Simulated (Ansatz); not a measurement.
# Electron scattering at the Σ11 (113) boundary in fcc Al, starting shift (0.33, 0), part 3 of 3

How much does the Σ11 (113) boundary in fcc Al, starting shift (0.33, 0) reflect electrons?

Ansatz 0.2.0; Ansatz plane-wave DFT, PBE, PAW files; relaxation of a bicrystal slab with its lowest layers held; PAW set soft_1 (the session's first sound run).

So far. Step 3 (Transmission across the boundary): Over the solved energies the transmission per spin lies between 1.78 and 1.95, out of 2.63 channels of the lead on average (up to 2.70). Step 4 (Specific resistance): Averaged over the energies near the Fermi level, 71.3 % of the channels pass, which makes 0.268 fΩ m².

### 5. Single-crystal slab for reference

This step: Ansatz plane-wave DFT, PBE, PAW files; relaxation of a single-crystal slab with its lowest layers held; PAW set soft_1 (Ansatz 0.2.0).

System of this step: Al slab, plane (1, 1, 3). The cell holds 16 atoms: 16 Al. Its edges and angles: a = 2.862 Å, b = 4.958 Å, c = 29.308 Å, α = 90.0°, β = 90.0°, γ = 73.2°. It derives from Al. Vacuum lies along c.

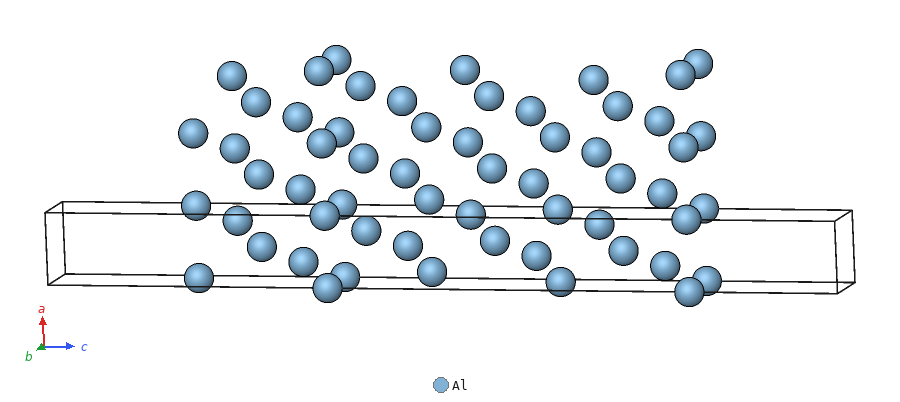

The cell of this step (aluminium light blue). 3×1×1 cells are drawn. Some periodic images of atoms are drawn too.

Input file input.yaml:

```yaml
crystal:
  lattice:
    - [2.862347037, 0.0, 0.0]
    - [1.4311735185, 4.7466655708, 0.0]
    - [0.0, 0.0, 29.3076331625]
  atoms:
    - { symbol: Al, position: [0.090909091, 0.818181818, 0.1706040188] }
    - { symbol: Al, position: [0.8181818183, 0.3636363635, 0.2122487627] }
    - { symbol: Al, position: [0.5454545455, 0.9090909089, 0.2538935066] }
    - { symbol: Al, position: [0.2727272728, 0.4545454544, 0.2955382505] }
    - { symbol: Al, position: [1.0e-10, 0.9999999999, 0.3371829945] }
    - { symbol: Al, position: [0.7272727273, 0.5454545453, 0.3788277384] }
    - { symbol: Al, position: [0.4545454546, 0.0909090908, 0.4204724823] }
    - { symbol: Al, position: [0.1818181819, 0.6363636363, 0.4621172262] }
    - { symbol: Al, position: [0.9090909091, 0.1818181817, 0.5037619701] }
    - { symbol: Al, position: [0.6363636364, 0.7272727272, 0.545406714] }
    - { symbol: Al, position: [0.3636363637, 0.2727272727, 0.5870514579] }
    - { symbol: Al, position: [0.0909090909, 0.8181818181, 0.6286962018] }
    - { symbol: Al, position: [0.8181818182, 0.3636363636, 0.6703409457] }
    - { symbol: Al, position: [0.5454545455, 0.9090909091, 0.7119856896] }
    - { symbol: Al, position: [0.2727272727, 0.4545454545, 0.7536304335] }
    - { symbol: Al, position: [0.0, 0.0, 0.7952751774] }
kpoints:
  mp_grid: { grid: [9, 9, 1] }
hamiltonian:
  xc: pbe
  pseudopotentials: { kind: paw, azcp: { folder: soft_1 } }
scf:
  occupations: { method: fermi_dirac, width: 0.1 }
relax:
  f_tol: 0.03
  max_steps: 80
  constraints: [{ sites: [0, 1, 2] }]
```

Launch:

```
ansatz run input.yaml --threads 4 --pin off --max-ram 15360MiB --backend cpu --events-out ev --progress --plain --runs-dir out
```

Numbers of over 12 decimals in the logs are rounded to 6 here.

Output:

```text
Warning: crystal.symmetry: narrowed to the stabiliser of the relax constraints — unitary ops 4 → 2; lowered at sites 0, 1, 2, 13, 14, 15 (the operations that carried what is held of a site onto what its image site leaves free; the constrained walk keeps no symmetry that its constraints do not admit)
[...]
Crystal: 16 atoms, lattice volume = 398.191 Å³
Basis set: ecut = 420 eV, 7835 PW (Γ), exchange–correlation on 40×72×400 points (8 copies of the dense FFT grid, shifted against one another)
Bands: 40, of which v1, the nominal top of the filled ones, is band 24 counted from 1 (23 counted from 0)
Symmetry: 2 space group operations
k-points: 25 of 81 (time reversal used)
[...]
SCF iter   1: F=—  HF=-8600.105823 eV  |F-HF|=—  |Δ(HF+E_count)|=         —  Δρ=2.12e-2  dr2=2.77e1  ethr=3.10e-3  ⟨swp⟩=9.9  Hψ=6165  notcnv=0  defer=12
[...]
SCF iter   6: F=-8598.413444 eV  HF=-8598.413445 eV  |F-HF|=1.24e-6  |Δ(HF+E_count)|=   9.25e-6  Δρ=1.56e-5  dr2=2.88e-6  ethr=4.69e-8  ⟨swp⟩=5.0  Hψ=3469  notcnv=0
SCF 1 converged in 6 iterations: F = -8598.413444 eV  dr2 = 2.88e-6
[...]
relax step   1: F+E_penalty+E_count = -8598.41344411 eV  Δ(F+E_penalty+E_count) = +0.000e0 eV  max|allowed force component| = 2.582e-1 eV/Å  Δτ_max = 0.0000 Å  (6 SCF iters, dr2 threshold 2.25e-5 eV, accepted)
[...]
SCF iter   4: F=-8598.439348 eV  HF=-8598.439350 eV  |F-HF|=1.60e-6  |Δ(HF+E_count)|=   1.46e-5  Δρ=2.12e-5  dr2=4.07e-6  ethr=8.68e-9  ⟨swp⟩=4.2  Hψ=4385  notcnv=0
SCF 2 converged in 4 iterations: F = -8598.439348 eV  dr2 = 4.07e-6
relax step   2: F+E_penalty+E_count = -8598.43934819 eV  Δ(F+E_penalty+E_count) = -2.590e-2 eV  max|allowed force component| = 5.118e-2 eV/Å  Δτ_max = 0.0996 Å  (4 SCF iters, dr2 threshold 4.17e-6 eV, accepted)
SCF iter   1: F=—  HF=-8598.445004 eV  |F-HF|=—  |Δ(HF+E_count)|=         —  Δρ=1.16e-3  dr2=3.84e-2  ethr=9.33e-4  ⟨swp⟩=3.8  Hψ=2696  notcnv=0  defer=48
[...]
SCF iter   6: F=-8598.442965 eV  HF=-8598.442965 eV  |F-HF|=1.13e-8  |Δ(HF+E_count)|=   2.62e-8  Δρ=1.57e-6  dr2=2.71e-8  ethr=2.08e-10  ⟨swp⟩=5.0  Hψ=3211  notcnv=0
SCF 3 converged in 6 iterations: F = -8598.442965 eV  dr2 = 2.71e-8
relax step   3: F+E_penalty+E_count = -8598.44296500 eV  Δ(F+E_penalty+E_count) = -3.617e-3 eV  max|allowed force component| = 1.480e-2 eV/Å  Δτ_max = 0.0711 Å  (6 SCF iters, accepted)
SCF converged after 6 iterations
Free energy (F): -8598.442965 eV
[...]
Internal energy: -8598.210758 eV  (E = F + TS)
E sigma→0 (E₀):  -8598.326861 eV
Entropy (-TS):   -0.232207 eV (-14.513 meV/atom)
Fermi energy:    3.876577 eV
[...]
--- Forces (eV/Å), atoms counted from 1 ---
  atom   1  Al     0.00000000    -0.00074633     0.13713447
  atom   2  Al    -0.00000000     0.04303573    -0.26133628
  atom   3  Al     0.00000000    -0.05754588     0.13093245
  atom   4  Al     0.00000000    -0.00146945     0.00218407
  atom   5  Al    -0.00000000     0.00435215     0.00090469
  atom   6  Al     0.00000000     0.00151672    -0.00488356
  atom   7  Al    -0.00000000    -0.00343492     0.00297737
  atom   8  Al    -0.00000000     0.00642836     0.00374747
  atom   9  Al     0.00000000    -0.00493908    -0.00227262
  atom  10  Al     0.00000000     0.00570184    -0.00716063
  atom  11  Al    -0.00000000    -0.00215034     0.00552661
  atom  12  Al     0.00000000     0.00008289     0.00262053
  atom  13  Al    -0.00000000     0.00394144    -0.01244266
  atom  14  Al    -0.00000000    -0.00244711    -0.00799197
  atom  15  Al    -0.00000000     0.00355022    -0.00472244
  atom  16  Al     0.00000000     0.00411544     0.01480344
  max |Σ_I F_I| component: 2.09e-5 eV/Å
--- Relaxed structure (3 steps of the walk, 3 accepted, 0 SCFs on fresh bases) ---
  F+E_penalty+E_count = -8598.44296500 eV   max|allowed force component| = 1.480e-2 eV/Å
  atoms:
    - { symbol: Al, position: [0.090909, 0.818182, 0.170604] }
    - { symbol: Al, position: [0.81818181825, 0.363636, 0.212248762725] }
    - { symbol: Al, position: [0.54545454555, 0.909091, 0.253894] }
    - { symbol: Al, position: [0.275108, 0.449784, 0.295560] }
    - { symbol: Al, position: [0.00260418, 0.994792, 0.337066] }
    - { symbol: Al, position: [0.729222, 0.541555, 0.377680] }
    - { symbol: Al, position: [0.454901, 0.090198, 0.419897] }
    - { symbol: Al, position: [0.180619, 0.638762, 0.460203] }
    - { symbol: Al, position: [0.905863, 0.188274, 0.502509] }
    - { symbol: Al, position: [0.631790, 0.736420, 0.542618] }
    - { symbol: Al, position: [0.356736, 0.286528, 0.585328] }
    - { symbol: Al, position: [0.083819, 0.832362, 0.624952] }
    - { symbol: Al, position: [0.809949, 0.380103, 0.668227] }
    - { symbol: Al, position: [0.539871, 0.920257, 0.706952] }
    - { symbol: Al, position: [0.269450, 0.461099, 0.754007] }
    - { symbol: Al, position: [-0.000811397, 0.00162279, 0.789463] }
```

It took 21 s on 4 threads of Arm Neoverse V1, shared host; peak memory 0.82 GiB.

The steps of the relaxation:

```tsv
step	energy less that of the first step (eV)	largest force component (eV/Å)
1	0.0000	0.2582
2	-0.0259	0.0512
3	-0.0295	0.0148
```

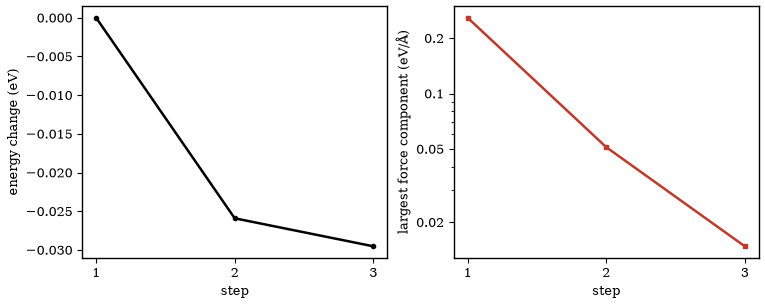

Energy and largest force along the relaxation.

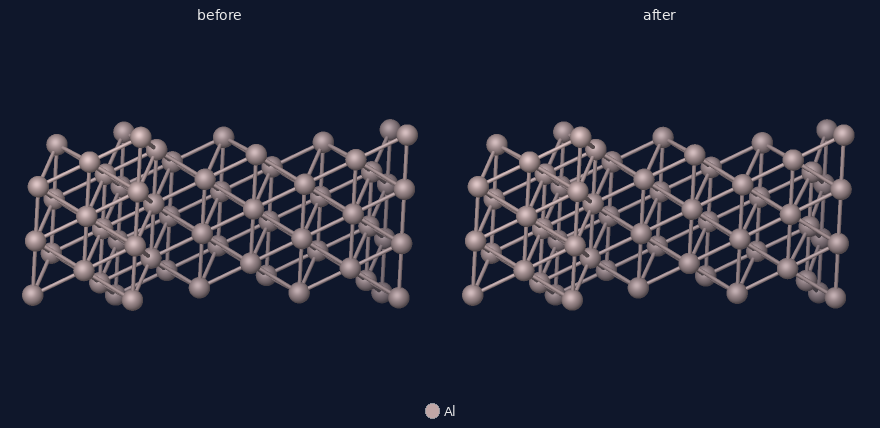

Before and after, at one scale.

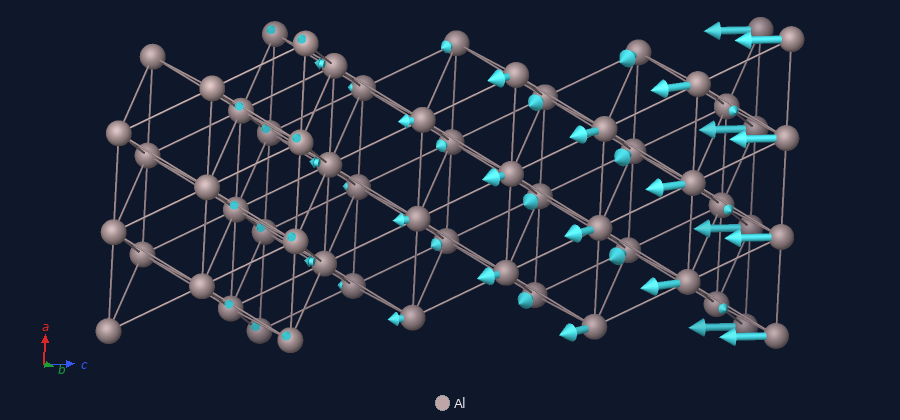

Displacements in the relaxation, exaggerated; the longest in the cell stands for 0.17 Å. 3×1×1 cells are drawn. Some periodic images of atoms are drawn too.

The atoms that moved most (Å):

```tsv
atom	dx	dy	dz	length
Al16	0.000	0.008	-0.170	0.171
Al14	0.000	0.053	-0.148	0.157
Al12	0.000	0.067	-0.110	0.129
Al13	0.000	0.078	-0.062	0.100
Al10	0.000	0.043	-0.082	0.093
Al11	0.000	0.066	-0.051	0.083
Al8	0.000	0.011	-0.056	0.057
Al9	0.000	0.031	-0.037	0.048
```

Final coordinates:

```cif
data_structure
_symmetry_space_group_name_H-M 'P 1'
_symmetry_Int_Tables_number 1
_cell_length_a 2.8623
_cell_length_b 4.9577
_cell_length_c 29.3076
_cell_angle_alpha 90.000
_cell_angle_beta 90.000
_cell_angle_gamma 73.221
_cell_volume 398.19
loop_
_atom_site_label
_atom_site_type_symbol
_atom_site_fract_x
_atom_site_fract_y
_atom_site_fract_z
_atom_site_occupancy
Al1 Al 0.09091 0.81818 0.17060 1
Al2 Al 0.81818 0.36364 0.21225 1
Al3 Al 0.54545 0.90909 0.25389 1
Al4 Al 0.27511 0.44978 0.29556 1
Al5 Al 0.00260 0.99479 0.33707 1
Al6 Al 0.72922 0.54156 0.37768 1
Al7 Al 0.45490 0.09020 0.41990 1
Al8 Al 0.18062 0.63876 0.46020 1
Al9 Al 0.90586 0.18827 0.50251 1
Al10 Al 0.63179 0.73642 0.54262 1
Al11 Al 0.35674 0.28653 0.58533 1
Al12 Al 0.08382 0.83236 0.62495 1
Al13 Al 0.80995 0.38010 0.66823 1
Al14 Al 0.53987 0.92026 0.70695 1
Al15 Al 0.26945 0.46110 0.75401 1
Al16 Al 0.99919 0.00162 0.78946 1
```

This step gave:

```
free energy             : -8598.4430 eV
energy at zero smearing : -8598.3269 eV
Fermi energy            : 3.877 eV
```

The largest force component on a free atom ends at 0.015 eV/Å, under the tolerance of 0.03, after 3 steps.

### 6. Bulk reference

This step: Ansatz plane-wave DFT, PBE, PAW files; bulk reference; PAW set soft_1 (Ansatz 0.2.0).

System of this step: Al. The structure is cubic, space group Fm-3m (No. 225). Conventional cell: a = 4.048 Å, b = 4.048 Å, c = 4.048 Å, α = 90.00°, β = 90.00°, γ = 90.00°. Nearest to Al lie 12 Al at 2.86 Å.

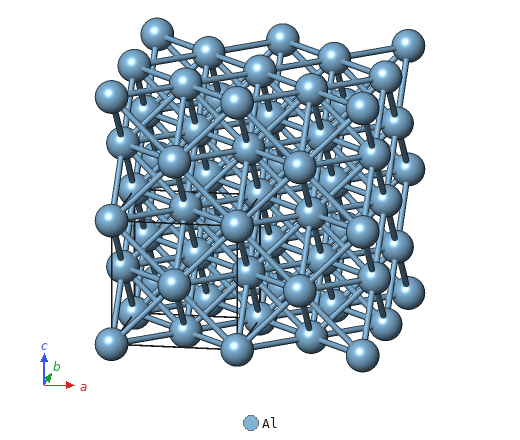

The cell of this step (aluminium light blue). 2×2×2 conventional cells are drawn. Some periodic images of atoms are drawn too.

input.yaml, the sections that differ from step 5:

```yaml
crystal:
  lattice:
    - [0.0, 2.023985, 2.023985]
    - [2.023985, 0.0, 2.023985]
    - [2.023985, 2.023985, 0.0]
  atoms:
    - { symbol: Al, position: [0.0, 0.0, 0.0] }
kpoints:
  mp_grid: { grid: [18, 18, 18] }
# hamiltonian, scf: as in step 5
# relax: removed
```

Output:

```text
[...]
Crystal: 1 atoms, lattice volume = 16.583 Å³
Basis set: ecut = 420 eV, 331 PW (Γ)
Bands: 6, of which v1, the nominal top of the filled ones, is band 2 counted from 1 (1 counted from 0)
Symmetry: 48 space group operations
[...]
k-points: 195 of 5832
[...]
SCF iter   1: F=—  HF=-537.541617 eV  |F-HF|=—  |Δ(HF+E_count)|=         —  Δρ=2.25e-2  dr2=8.96e-2  ethr=3.10e-3  ⟨swp⟩=4.3  Hψ=9770  notcnv=0
[...]
SCF iter   5: F=-537.508360 eV  HF=-537.508360 eV  |F-HF|=7.58e-11  |Δ(HF+E_count)|=   4.82e-8  Δρ=1.70e-6  dr2=2.71e-10  ethr=2.71e-9  ⟨swp⟩=1.0  Hψ=2876  notcnv=0
SCF 1 converged in 5 iterations: F = -537.508360 eV  dr2 = 2.71e-10
[...]
SCF converged after 5 iterations
Free energy (F): -537.508360 eV
[...]
Internal energy: -537.493812 eV  (E = F + TS)
E sigma→0 (E₀):  -537.501086 eV
Entropy (-TS):   -0.014548 eV (-14.548 meV/atom)
Fermi energy:    7.869441 eV
[...]
```

Wall time 0.39 s (4 threads); peak memory 0.24 GiB.

This step gave:

```
free energy             : -537.5084 eV
energy at zero smearing : -537.5011 eV
Fermi energy            : 7.869 eV
```

### 7. Boundary energy

This step: Ansatz plane-wave DFT, PBE, PAW files; bicrystal less single-crystal slab less bulk atoms, a boundary area; PAW set soft_1 (Ansatz 0.2.0).

This step gave:

| Property | Result |
| --- | --- |
| excess energy of the cell | 0.1442 eV |
| boundary energy | 0.1701 J/m² |

The boundary costs 0.17 J/m².

By hand: 0.144 eV / 13.59 Å² × 16.02 = 0.170 J/m².

### 8. Outcome

| Item | Value |
| --- | --- |
| specific resistance of the boundary | 0.268 fΩ m² |
| share of channels that pass | 0.713 |
| boundary energy | 0.170 J/m² |

The boundary has a specific resistance of 0.27 fΩ m² and an energy of 0.17 J/m². The boundary reflects 29 % of the channels; 0.27 fΩ m² is 2.7×10⁻¹² Ω·cm². That equals the resistance of 9.8 nm of bulk Al at 300 K (measured 2.733 µΩ cm, CRC Handbook of Chemistry and Physics, 84th ed., 2003, Electrical Resistivity of Pure Metals). In the relaxation the upper grain slid sideways by about 0.7 Å, so the result belongs to the position that it found, not to the starting one. One starting structure was relaxed; another shift or atom count at the boundary may lie lower.

[Logs are printed without paths, hosts, clocks, repeated set-up lines and the standing remarks that a program may print on its own settings, such as how far it seeks lower states.]

[Hosts, paths, dates, database ids (printed as entryN), source tags and the programs' standing remarks are cut or masked in the printed files.]
